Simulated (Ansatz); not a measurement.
# GeH3 (SMILES [GeH3]) at UHF/STO-3G

Aim: the energy change on altering one bond length of GeH3 at UHF/STO-3G, from 2 runs. 

Program for the calculation: Ansatz 0.2.0.

27 further runs of the same task are left out: 1 that didn't finish, 26 set aside as unsound or not needed.

### Step 1. The structure to begin with

The species is GeH3 (4 atoms), meant as a doublet with charge 0. As SMILES, `[GeH3]`. The shape is that of a PBE0-D4/def2-TZVP optimisation.

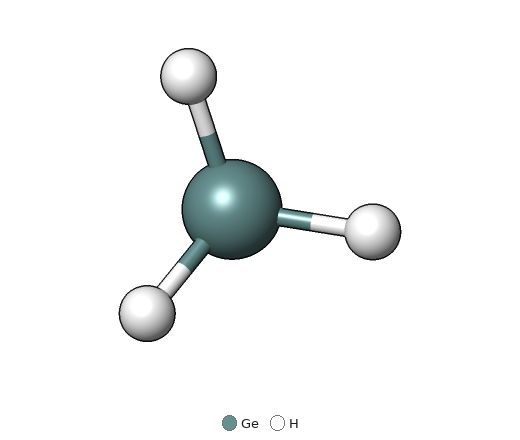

The structure, seen from a chosen angle (germanium teal, hydrogen white).

### Step 2. A single-point energy at UHF/STO-3G

Input file run.yaml:

```yaml
basis:
  gaussian: {orbitals: STO-3G}
crystal:
  periodic: [false, false, false]
  atoms:
    - {symbol: Ge, position_ang: [0.214600, -0.125900, -0.249400]}
    - {symbol: H, position_ang: [1.055000, 0.109600, 1.018300]}
    - {symbol: H, position_ang: [-0.882800, -1.175900, -0.000100]}
    - {symbol: H, position_ang: [-0.386800, 1.192200, -0.768800]}
total_charge: 0
hamiltonian: {xc: hf}
accuracy: high
magnetization: {spin_polarized: true, initial_magnetization: 1}
```

Started as:

```bash
ansatz run run.yaml --threads 1 --pin off --max-ram 2610MiB --events-out events.jsonl --progress --plain --runs-dir runs
```

What it wrote:

```text
Warning: RAYON_NUM_THREADS=1 ignored (pool sized by the plan → 1); use --threads N
Functional definition: HF
  name "HF"
  exchange = exact_x
  correlation = 0
263 factors; integrals over basis functions are off by at most 1.2e-8 eV
mean field evaluation 1: about -55876.6027 eV, gradient 4.4e0 eV
mean field evaluation 2: about -55876.6087 eV, gradient 4.4e0 eV
mean field evaluation 4: about -55876.9200 eV, gradient 5.2e-1 eV
mean field evaluation 8: about -55876.9286 eV, gradient 5.6e-7 eV
mean field -55876.92859105 eV, -2053.4392509786 hartree, gradient 5.5e-8 eV, S^2 0.753568; 0 other end points of the search recorded, 0 dependent functions left out
reference -55876.92859105 eV, -2053.4392509786 hartree; 18, 17 occupied and 3, 4 virtual orbitals, 263 factors
Total energy: -55876.92859105 eV, -2053.4392509786 hartree
```

It took 0.12 s on 1 thread of Arm Neoverse V1, shared host.

### Step 3. The distorted shape at the same level

Input file molecule.yaml:

```yaml
crystal:
  periodic: [false, false, false]
  atoms:
    - symbol: Ge
      position_ang: [0.364957, -0.455440, -0.119544]
    - symbol: H
      position_ang: [1.205357, -0.219940, 1.148156]
    - symbol: H
      position_ang: [-0.732443, -1.505440, 0.129756]
    - symbol: H
      position_ang: [-0.386800, 1.192200, -0.768800]
basis:
  gaussian:
    orbitals: STO-3G
total_charge: 0
magnetization:
  spin_polarized: true
  initial_magnetization: 1
hamiltonian:
  xc: hf
accuracy: high
```

Started as:

```bash
ansatz run molecule.yaml --threads 1 --pin off --max-ram 2610MiB --events-out events.jsonl --progress --plain --runs-dir runs
```

What it wrote:

```text
Warning: RAYON_NUM_THREADS=1 ignored (pool sized by the plan → 1); use --threads N
[... 4 set-up lines as earlier in the session ...]
259 factors; integrals over basis functions are off by at most 1.5e-8 eV
mean field evaluation 1: about -55874.8259 eV, gradient 5.0e0 eV
mean field evaluation 2: about -55874.8298 eV, gradient 5.0e0 eV
mean field evaluation 4: about -55875.2833 eV, gradient 5.6e-1 eV
mean field evaluation 8: about -55875.2991 eV, gradient 1.4e-2 eV
mean field evaluation 16: about -55862.5051 eV, gradient 1.7e1 eV
mean field evaluation 32: about -55875.0588 eV, gradient 1.7e0 eV
mean field -55875.29914406 eV, -2053.3793699060 hartree, gradient 3.3e-8 eV, S^2 0.753900; 0 other end points of the search recorded, 0 dependent functions left out
reference -55875.29914406 eV, -2053.3793699060 hartree; 18, 17 occupied and 3, 4 virtual orbitals, 259 factors
Total energy: -55875.29914406 eV, -2053.3793699060 hartree
```

Wall time 0.14 s (1 thread of Arm Neoverse V1, shared host).

### Step 4. Results

Level: UHF/STO-3G.

```
                                                          quantity           value
                                         first shape: total energy  -2053.43925 Eh
                                                 first shape: ⟨S²⟩           0.754
                                     distorted shape: total energy  -2053.37937 Eh
                                             distorted shape: ⟨S²⟩           0.754
energy change with the Ge1–H4 bond stretched from 1.539 to 1.924 Å        1.629 eV
```

**Reading.** With the Ge1–H4 bond stretched from 1.539 to 1.924 Å the energy rises by 1.63 eV (38 kcal/mol). The first shape isn't relaxed at this level, so the change isn't measured from a minimum. The minimal basis adds a large error of its own.
